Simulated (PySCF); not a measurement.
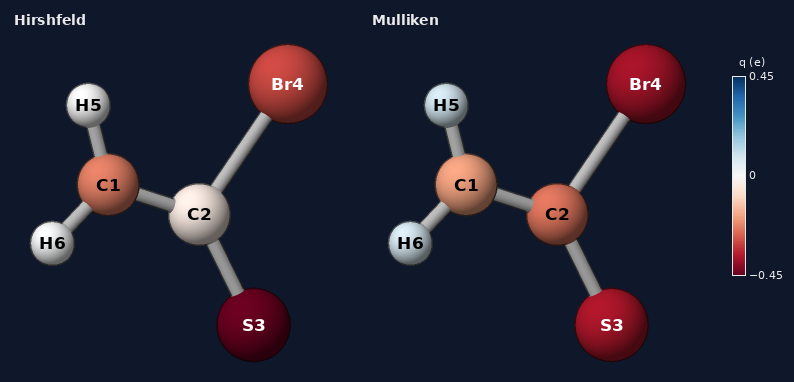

Atomic charges of one calculation by 2 schemes, on one colour scale. Charge −1, singlet. The computed structure is the end point of a PBE0-D3(BJ)/def2-SVP optimisation. No frequency run is at hand to confirm it as a minimum. Computed with PBE0/pcSseg-1 (PySCF 2.14.0).

Question: On which atom do the schemes disagree most?

Answer: On C2 (from −0.24 to −0.04 e).

List the charges (e), one line for each set of equivalent atoms.

```tsv
atom	Hirshfeld	Mulliken
C1	−0.23	−0.18
C2	−0.04	−0.24
S3	−0.45	−0.36
Br4	−0.30	−0.37
H5	0.00	0.08
H6	0.01	0.08
```
